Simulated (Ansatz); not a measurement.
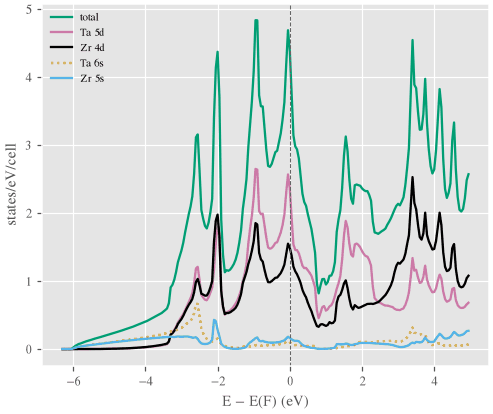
Figure. Total and projected density of states of ZrTa (rock salt, Fm-3m), PBE in the plane-wave PAW code Ansatz

Problem. Which orbitals carry the states next to the Fermi level?

Solution. Within 0.5 eV of the Fermi level: Ta 5d 53 %, Zr 4d 36 %. Projections are on Löwdin-orthogonalised atomic valence shells; empty p or d shells of many metals are not among them.

Problem. Where is the tallest occupied peak in this window, and what makes it?

Solution. Near -0.9 eV, about 4.8 states/eV per cell; the largest projected share is Ta 5d.

The start of the workflow was typed in or built on a structure type; neither database checked (COD, Materials Project) lists it. Whether it is the stable phase at ambient conditions was not checked. The PBE relaxation kept the symmetry of its start; its stability against distortions is not shown here. No spin polarisation was allowed. Its formation energy is positive at this level, so the cell may be metastable or incomplete. Spin–orbit coupling is left out wherever it is not named.

Potentials: the earlier of the program's two PAW sets.
